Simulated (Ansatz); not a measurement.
**F20Ge13: density, localisation and related maps**

Input

```
crystal:
  periodic: [false, false, false]
  atoms:
    - {symbol: Ge, position_ang: [0.525736, -3.590241, 0.317584]}
    - {symbol: Ge, position_ang: [-2.373419, 2.373008, -1.937372]}
    - {symbol: Ge, position_ang: [0.855164, -0.856475, -2.179242]}
    - {symbol: Ge, position_ang: [-2.296698, -0.666476, 0.410640]}
    - {symbol: Ge, position_ang: [0.802285, -0.802382, 3.029018]}
    - {symbol: Ge, position_ang: [0.666973, 2.297837, 0.409996]}
    - {symbol: Ge, position_ang: [3.587823, -0.522183, 0.318501]}
    - {symbol: Ge, position_ang: [-3.918807, 0.783270, -0.786364]}
    - {symbol: Ge, position_ang: [-0.956207, -2.129241, -1.056637]}
    - {symbol: Ge, position_ang: [2.221902, -2.220981, 1.531830]}
    - {symbol: Ge, position_ang: [-0.783707, 3.919768, -0.787486]}
    - {symbol: Ge, position_ang: [2.127065, 0.956916, -1.058533]}
    - {symbol: Ge, position_ang: [-0.712121, 0.713371, 1.737008]}
    - {symbol: F, position_ang: [1.151343, -4.984116, -0.526931]}
    - {symbol: F, position_ang: [-0.451995, -4.232416, 1.630716]}
    - {symbol: F, position_ang: [-2.598901, 2.597215, -3.655083]}
    - {symbol: F, position_ang: [-1.061137, 1.061549, -1.864473]}
    - {symbol: F, position_ang: [2.110248, -2.109421, -1.752893]}
    - {symbol: F, position_ang: [0.816743, -0.819728, -3.924976]}
    - {symbol: F, position_ang: [-3.169196, -1.654065, 1.584748]}
    - {symbol: F, position_ang: [-0.213466, -1.766512, 4.079436]}
    - {symbol: F, position_ang: [1.761631, 0.206954, 4.089367]}
    - {symbol: F, position_ang: [1.655636, 3.170076, 1.583341]}
    - {symbol: F, position_ang: [4.986717, -1.143509, -0.521054]}
    - {symbol: F, position_ang: [4.221950, 0.457153, 1.634574]}
    - {symbol: F, position_ang: [-4.933362, -0.049836, -1.939659]}
    - {symbol: F, position_ang: [-5.006952, 1.617960, 0.296963]}
    - {symbol: F, position_ang: [-1.956080, -2.979581, -2.228986]}
    - {symbol: F, position_ang: [3.245110, -3.243372, 2.535089]}
    - {symbol: F, position_ang: [0.049495, 4.935079, -1.940027]}
    - {symbol: F, position_ang: [-1.618755, 5.007866, 0.295854]}
    - {symbol: F, position_ang: [2.977512, 1.955658, -2.231811]}
    - {symbol: F, position_ang: [-1.714529, 1.714858, 2.795561]}
basis:
  gaussian: {orbitals: def2-TZVP, fitting: {mean_field: def2-universal-jkfit}, initial_orbitals: start.molden}
hamiltonian: {xc: pbe0, dispersion: d4}
scf: {omitted_lower_state_checks: [starts]}
output: {forces: true, orbitals: {seedname: orbitals}}
```

Command:

```sh
ansatz run in.yaml --threads 11 --pin off --events-out ev --progress --plain --max-ram 174080MiB --backend cuda --devices 0, --max-vram 75GiB
```

Geometry: PBE-D4/def2-SVP; not at a stationary point (largest force 1.0 eV/Å).

The calculation used RKS PBE0-D4/def2-TZVP (Ansatz 0.2.0).

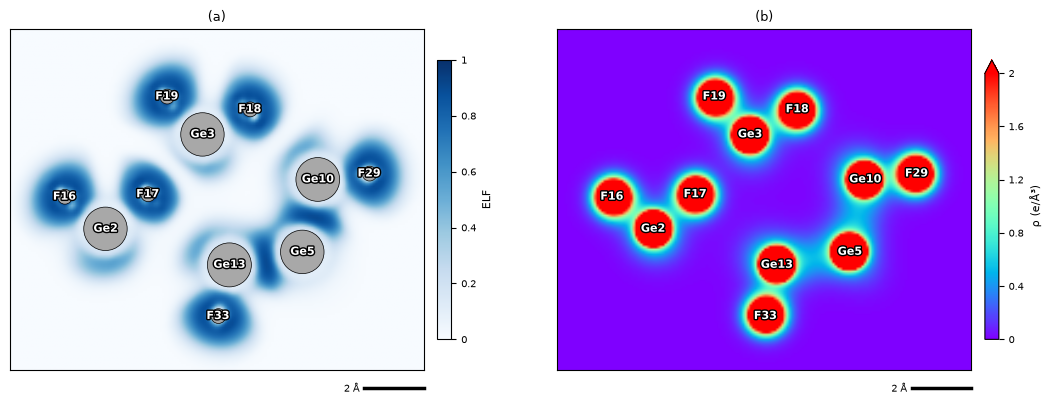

Figure 1. (a) ELF; (b) total electron density on the plane of atoms F18, Ge3 and F19. Grey discs cover the atomic cores in the ELF map.

Read the bonding off the picture.

Answer. The section cuts through Ge and F sites. Ge–F (1.75 Å): ρ at the midpoint is about 0.97 e/Å³; the ELF peaks at about 0.80 in the valence shell of F, 0.6 Å from its nucleus, and is about 0.30 at the midpoint. Ge–F (1.82 Å): the density is about 0.8 e/Å³ at the midpoint; the ELF peaks at about 0.85 in the valence shell of F, 0.5 Å from its nucleus, and is about 0.25 at the midpoint. The ELF also peaks beside F33, F29, F16, F17 and F19, away from the bonds: lone-pair regions.

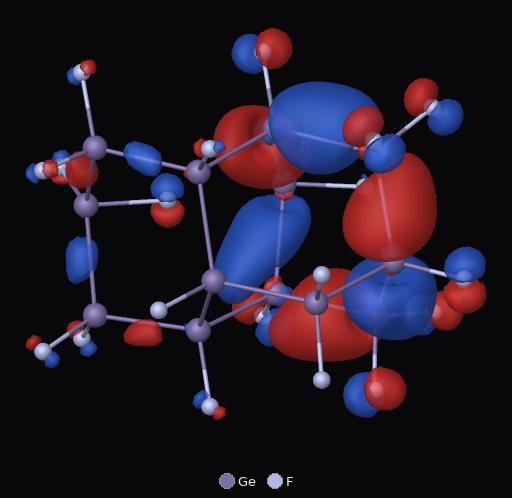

Figure 2. The HOMO at ±0.08 Å⁻³ᐟ² (red and blue are the two phases), seen at an oblique angle.

Where does this orbital lie, and at what energy?

Answer. By Hirshfeld shares it lies mainly on Ge10 (about 15 %), Ge12 (about 10 %), Ge9 (about 10 %), Ge7 (about 10 %), Ge1 (about 10 %) and Ge3 (about 5 %). Its energy is −8.71 eV.

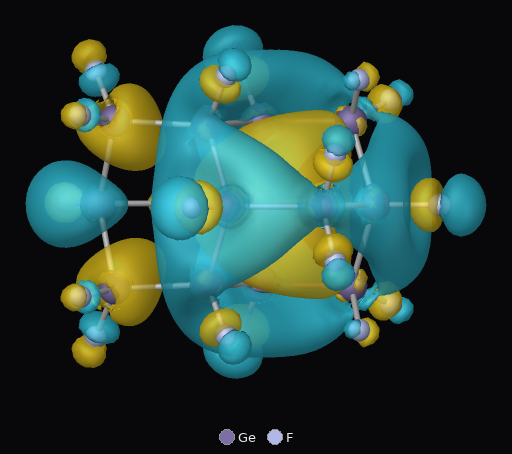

Figure 3. One frontier orbital at ±0.03 Å⁻³ᐟ² (yellow and cyan are the two phases), seen across its widest extent.

Which orbital is it: HOMO or LUMO?

Answer. The LUMO, at −5.01 eV. By Hirshfeld shares it lies mainly on Ge13 (about 10 %), Ge9 (about 10 %), Ge12 (about 10 %), Ge10 (about 10 %) and Ge3 (about 5 %).
